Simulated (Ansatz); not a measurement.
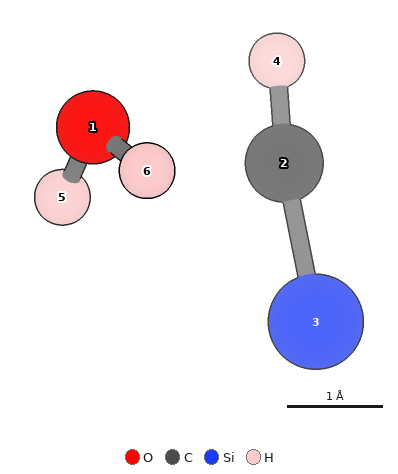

*The input geometry (ball-and-stick view, seen at a tilt; atoms are numbered from 1 in the order of the input).*

Bond lengths as drawn: C–H 1.10 Å, C–Si 1.71 Å and H–O 0.98 Å.

Geometry relaxation of CH$_{3}$OSi (part 1 of 2)

CH$_{3}$OSi, multiplicity 2, computed with UKS PBE0-D4/def2-TZVP (Ansatz 0.2.0).

Figures and captions count atoms from 1; the log counts them from 0 in places.

### The program's output
```
Functional definition: PBE0
  name "PBE0"
  cite "Adamo & Barone, J. Chem. Phys. 110, 6158 (1999) doi:10.1063/1.478522"
  cite "Perdew, Burke & Ernzerhof, Phys. Rev. Lett. 77, 3865 (1996) doi:10.1103/PhysRevLett.77.3865"
  parent pbe
  parameter a = 0.25
  parameter kappa = 0.804
  parameter beta = 0.06672455060314922
  exchange = (1 - a)*pbe_x(kappa = kappa, mu = beta*pi^2/3) + a*exact_x
  correlation = pbe_c(beta = beta)
731 factors; their error is unknown
mean field evaluation 1: about -10986.4947 eV, gradient 5.4e1 eV
mean field evaluation 2: about -10914.1863 eV, gradient 1.1e2 eV
mean field evaluation 4: about -11000.1610 eV, gradient 1.1e1 eV
mean field evaluation 8: about -11000.7996 eV, gradient 2.4e-1 eV
mean field evaluation 16: about -11000.8346 eV, gradient 4.2e-3 eV
mean field evaluation 32: about -11000.8346 eV, gradient 1.6e-5 eV
mean field -11000.83460801 eV, -404.2732152109 hartree, gradient 1.5e-6 eV, S^2 0.758255; 4 other end points of the search recorded, 0 dependent functions left out
the calculation of the forces begins
reference -11000.83463218 eV, -404.2732160993 hartree; 16, 15 occupied and 101, 102 virtual orbitals, 731 factors
relax step   1: F+E_penalty+E_count = -11000.91282681 eV  Δ(F+E_penalty+E_count) = +0.000e0 eV  max|allowed force component| = 9.707e-1 eV/Å  Δτ_max = 0.0000 Å  (140 SCF iters, accepted)
these checks for a lower state are left out or cut short: starts, cluster_reference, orbital_swaps, neighbouring_geometries, increment
731 factors; their error is unknown
mean field -11000.90267335 eV, -404.2757165660 hartree, gradient 9.7e-6 eV, S^2 0.759106; 0 other end points of the search recorded, 0 dependent functions left out
[... from here on the field's lines of each further geometry are left out, up to the last ...]
relax step   2: F+E_penalty+E_count = -11000.97711432 eV  Δ(F+E_penalty+E_count) = -6.429e-2 eV  max|allowed force component| = 4.887e-1 eV/Å  Δτ_max = 0.1908 Å  (63 SCF iters, accepted)
relax step   3: F+E_penalty+E_count = -11000.97816828 eV  Δ(F+E_penalty+E_count) = -1.054e-3 eV  max|allowed force component| = 7.280e-1 eV/Å  Δτ_max = 0.1292 Å  (66 SCF iters, accepted)
relax step   4: F+E_penalty+E_count = -11000.99647208 eV  Δ(F+E_penalty+E_count) = -1.830e-2 eV  max|allowed force component| = 3.929e-1 eV/Å  Δτ_max = 0.1193 Å  (67 SCF iters, accepted)
relax step   5: F+E_penalty+E_count = -11000.99642503 eV  Δ(F+E_penalty+E_count) = +4.706e-5 eV  max|allowed force component| = 1.109e0 eV/Å  Δτ_max = 0.1951 Å  (68 SCF iters, rejected (line search))
relax step   6: F+E_penalty+E_count = -11001.00894643 eV  Δ(F+E_penalty+E_count) = -1.247e-2 eV  max|allowed force component| = 2.506e-1 eV/Å  Δτ_max = 0.0975 Å  (67 SCF iters, accepted)
relax step   7: F+E_penalty+E_count = -11001.01413601 eV  Δ(F+E_penalty+E_count) = -5.190e-3 eV  max|allowed force component| = 9.977e-1 eV/Å  Δτ_max = 0.0978 Å  (73 SCF iters, accepted)
relax step   8: F+E_penalty+E_count = -11001.03261988 eV  Δ(F+E_penalty+E_count) = -1.848e-2 eV  max|allowed force component| = 4.528e-1 eV/Å  Δτ_max = 0.1500 Å  (70 SCF iters, accepted)
relax step   9: F+E_penalty+E_count = -11001.03067046 eV  Δ(F+E_penalty+E_count) = +1.949e-3 eV  max|allowed force component| = 1.192e0 eV/Å  Δτ_max = 0.1945 Å  (71 SCF iters, rejected (line search))
relax step  10: F+E_penalty+E_count = -11001.04690301 eV  Δ(F+E_penalty+E_count) = -1.428e-2 eV  max|allowed force component| = 2.005e-1 eV/Å  Δτ_max = 0.0817 Å  (67 SCF iters, accepted)
relax step  11: F+E_penalty+E_count = -11001.05518461 eV  Δ(F+E_penalty+E_count) = -8.282e-3 eV  max|allowed force component| = 3.958e-1 eV/Å  Δτ_max = 0.0978 Å  (65 SCF iters, accepted)
relax step  12: F+E_penalty+E_count = -11001.07144913 eV  Δ(F+E_penalty+E_count) = -1.626e-2 eV  max|allowed force component| = 1.130e-1 eV/Å  Δτ_max = 0.1500 Å  (66 SCF iters, accepted)
relax step  13: F+E_penalty+E_count = -11001.07749735 eV  Δ(F+E_penalty+E_count) = -6.048e-3 eV  max|allowed force component| = 2.107e-1 eV/Å  Δτ_max = 0.1410 Å  (66 SCF iters, accepted)
relax step  14: F+E_penalty+E_count = -11001.08008038 eV  Δ(F+E_penalty+E_count) = -2.583e-3 eV  max|allowed force component| = 1.066e-1 eV/Å  Δτ_max = 0.0431 Å  (63 SCF iters, accepted)
relax step  15: F+E_penalty+E_count = -11001.08174508 eV  Δ(F+E_penalty+E_count) = -1.665e-3 eV  max|allowed force component| = 3.045e-2 eV/Å  Δτ_max = 0.0412 Å  (66 SCF iters, accepted)
relax step  16: F+E_penalty+E_count = -11001.07892366 eV  Δ(F+E_penalty+E_count) = +2.821e-3 eV  max|allowed force component| = 4.349e-1 eV/Å  Δτ_max = 0.1031 Å  (64 SCF iters, rejected (line search))
relax step  17: F+E_penalty+E_count = -11001.08258470 eV  Δ(F+E_penalty+E_count) = -8.396e-4 eV  max|allowed force component| = 1.435e-2 eV/Å  Δτ_max = 0.0415 Å  (62 SCF iters, accepted)
relax step  18: F+E_penalty+E_count = -11001.08217097 eV  Δ(F+E_penalty+E_count) = +4.137e-4 eV  max|allowed force component| = 2.035e-1 eV/Å  Δτ_max = 0.0594 Å  (63 SCF iters, rejected (line search))
relax step  19: F+E_penalty+E_count = -11001.08284603 eV  Δ(F+E_penalty+E_count) = -2.613e-4 eV  max|allowed force component| = 4.922e-3 eV/Å  Δτ_max = 0.0262 Å  (64 SCF iters, accepted)
relax step  20: F+E_penalty+E_count = -11001.08289149 eV  Δ(F+E_penalty+E_count) = -4.546e-5 eV  max|allowed force component| = 5.671e-2 eV/Å  Δτ_max = 0.0373 Å  (64 SCF iters, accepted)
relax step  21: F+E_penalty+E_count = -11001.08220513 eV  Δ(F+E_penalty+E_count) = +6.864e-4 eV  max|allowed force component| = 1.544e-1 eV/Å  Δτ_max = 0.0443 Å  (63 SCF iters, rejected (line search))
relax step  22: F+E_penalty+E_count = -11001.08298547 eV  Δ(F+E_penalty+E_count) = -9.398e-5 eV  max|allowed force component| = 2.497e-2 eV/Å  Δτ_max = 0.0222 Å  (105 SCF iters, accepted)
relax step  23: F+E_penalty+E_count = -11001.08301584 eV  Δ(F+E_penalty+E_count) = -3.037e-5 eV  max|allowed force component| = 4.823e-3 eV/Å  Δτ_max = 0.0105 Å  (65 SCF iters, accepted)
relax step  24: F+E_penalty+E_count = -11001.08302511 eV  Δ(F+E_penalty+E_count) = -9.266e-6 eV  max|allowed force component| = 8.764e-3 eV/Å  Δτ_max = 0.0060 Å  (62 SCF iters, accepted)
the calculation of the forces begins
reference -11001.01464131 eV, -404.2798313127 hartree; 16, 15 occupied and 101, 102 virtual orbitals, 731 factors
relax step  25: F+E_penalty+E_count = -11001.08302711 eV  Δ(F+E_penalty+E_count) = -2.006e-6 eV  max|allowed force component| = 4.690e-3 eV/Å  Δτ_max = 0.0037 Å  (65 SCF iters, accepted)
731 factors; their error is unknown
mean field evaluation 384: about -11000.2207 eV, gradient 5.0e0 eV
```

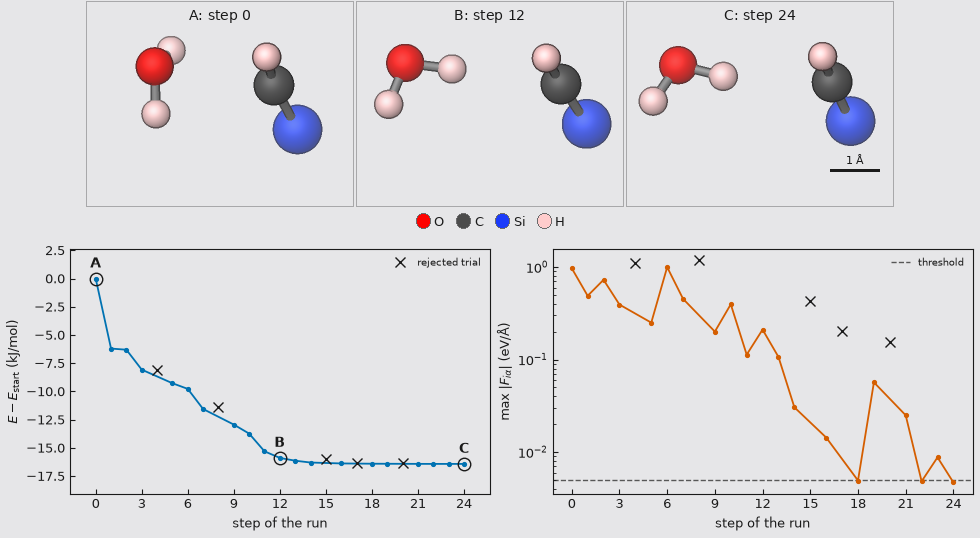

*Frames of the relaxation (ball-and-stick view, seen at a tilt) above the curves, on which the letters mark them (the first geometry is step 0 here and step 1 in the log).*

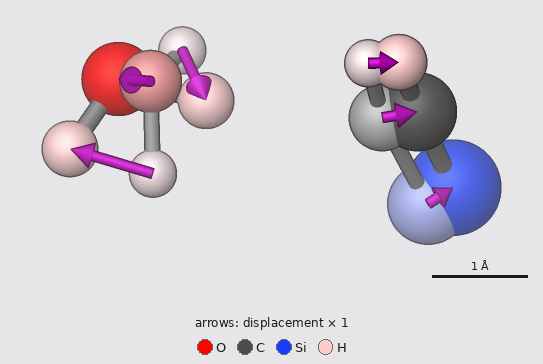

*Start (faint) and end (solid) with the displacements as pink arrows, at true length (ball-and-stick view, seen at a tilt). The two geometries are laid on each other by the best rigid fit.*

After 24 geometry steps the energy has fallen by 16.4 kJ/mol. Largest force component: 0.97 eV/Å at the start, 0.0047 eV/Å at the end. The line search rejected the trial steps at points 4, 8, 15, 17, 20 (counted from 0) and went back. H6 moves most after the best rigid fit: 0.91 Å. By element the largest moves are H 0.91 Å, O 0.60 Å, C 0.38 Å, Si 0.32 Å. Distances before and after: C2–Si3 1.708 → 1.686 Å, O1–H6 0.978 → 0.959 Å, C2–H4 1.097 → 1.080 Å, O1–H5 0.978 → 0.967 Å. Among the angles that change: Si3–C2–H4 171.1° → 177.5°, H5–O1–H6 102.8° → 105.1°. (Atoms are counted from 1 in the order of the input.)

```
mean field -11001.01461557 eV, -404.2798303666 hartree, gradient 6.3e-6 eV, S^2 0.757574; 3 other end points of the search recorded, 0 dependent functions left out
the calculation of the forces begins
reference -11001.01464131 eV, -404.2798313127 hartree; 16, 15 occupied and 101, 102 virtual orbitals, 731 factors
Total energy: -11001.08305286 eV, -404.2823453906 hartree
Atom 0 at     0.392351     1.640477    -0.021153 Å, force    -0.003278     0.003650    -0.002380 eV/Å
Atom 1 at    -0.429911    -1.514898    -0.323533 Å, force    -0.000035     0.000383     0.000339 eV/Å
Atom 2 at    -1.280552    -1.516982     1.131933 Å, force    -0.000260    -0.000193     0.000206 eV/Å
Atom 3 at     0.092299    -1.552260    -1.268225 Å, force     0.000137    -0.000250    -0.000574 eV/Å
Atom 4 at     0.166329     0.701704     0.030061 Å, force     0.004690     0.000944     0.002192 eV/Å
Atom 5 at     1.246690     1.715023     0.408802 Å, force    -0.001255    -0.004535     0.000218 eV/Å
Dipole moment:     0.156336    -0.431542     0.179514 e Å
```

### Trajectory as extended XYZ (Å, eV, eV/Å), 25 frames, from step=1 to step=25
```
6
Properties=species:S:1:pos:R:3:forces:R:3 step=1 energy=-11000.91283
O     0.5818    1.1506   -0.2847   -0.4939   0.0968   0.9707
C    -0.2062   -1.2095   -0.2489   -0.2498  -0.3590   0.2501
Si   -1.0399   -1.3714    1.2327    0.4307   0.0450  -0.7887
H     0.2892   -1.2686   -1.2258   -0.2807   0.0761   0.5808
H    -0.3687    1.2934   -0.1026    0.7122  -0.0611  -0.2900
H     0.9311    0.8786    0.5873   -0.1186   0.2021  -0.7229
6
Properties=species:S:1:pos:R:3:forces:R:3 step=2 energy=-11000.97711
O     0.6271    1.2641   -0.3011   -0.2656  -0.0085   0.4887
C    -0.2487   -1.2756   -0.2094   -0.1823  -0.2526   0.1890
Si   -1.0990   -1.5529    1.2328    0.2651   0.1108  -0.4344
H     0.2634   -1.2528   -1.1673   -0.1193   0.0550   0.2607
H    -0.3243    1.3512   -0.1419    0.3164  -0.0050  -0.1657
H     0.9687    0.9390    0.5448   -0.0142   0.1002  -0.3383
6
Properties=species:S:1:pos:R:3:forces:R:3 step=3 energy=-11000.97817
O     0.6153    1.2946   -0.2666    0.2324   0.2326  -0.3663
C    -0.2731   -1.2967   -0.2190    0.1976  -0.0038  -0.3684
Si   -1.1026   -1.5177    1.2027   -0.4242  -0.1211   0.7280
H     0.2458   -1.2315   -1.1497    0.1880   0.0363  -0.3511
H    -0.3336    1.2227   -0.1515   -0.0535  -0.0829   0.1872
H     1.0355    1.0016    0.5421   -0.1403  -0.0611   0.1706
6
Properties=species:S:1:pos:R:3:forces:R:3 step=4 energy=-11000.99647
O     0.6527    1.3003   -0.2822    0.1000   0.1708  -0.3509
C    -0.3021   -1.3308   -0.2165    0.0959  -0.0210  -0.2221
Si   -1.1219   -1.5973    1.2145   -0.2201  -0.0703   0.3929
H     0.2088   -1.2310   -1.1551    0.0899   0.0349  -0.1648
H    -0.2964    1.2145   -0.1717   -0.0631  -0.0594   0.1000
H     1.0461    1.1173    0.5689   -0.0025  -0.0551   0.2448
6
Properties=species:S:1:pos:R:3:forces:R:3 step=5 energy=-11000.99642 accepted=F
O     0.7124    1.3162   -0.2953    0.2397   0.0435   1.0048
C    -0.3518   -1.3674   -0.2165   -0.0352  -0.0484  -0.0482
Si   -1.1418   -1.6986    1.2351    0.0496   0.0263  -0.0788
H     0.1404   -1.2078   -1.1674   -0.0497  -0.0159   0.1245
H    -0.2348    1.1273   -0.2231    0.3443  -0.0020   0.1070
H     1.0627    1.3034    0.6250   -0.5488  -0.0036  -1.1093
6
Properties=species:S:1:pos:R:3:forces:R:3 step=6 energy=-11001.00895
O     0.6697    1.3381   -0.2728   -0.1111   0.1034  -0.1613
C    -0.3217   -1.3367   -0.2226    0.0425  -0.0335  -0.1445
Si   -1.1225   -1.6070    1.2242   -0.1376  -0.0462   0.2506
H     0.1793   -1.2248   -1.1677    0.0545   0.0267  -0.1019
H    -0.2685    1.1241   -0.1952    0.1980  -0.0251   0.0617
H     1.0510    1.1793    0.5919   -0.0463  -0.0253   0.0955
6
Properties=species:S:1:pos:R:3:forces:R:3 step=7 energy=-11001.01414
O     0.6773    1.4192   -0.2598   -0.9133  -0.3345   0.1308
C    -0.3414   -1.3491   -0.2260   -0.0375  -0.0601  -0.0115
Si   -1.1328   -1.6238    1.2351   -0.0027   0.0039  -0.0038
H     0.1549   -1.2309   -1.1776   -0.0043   0.0135   0.0149
H    -0.2301    1.0363   -0.2149    0.9977   0.3427  -0.0375
H     1.0594    1.2213    0.6010   -0.0399   0.0345  -0.0930
```
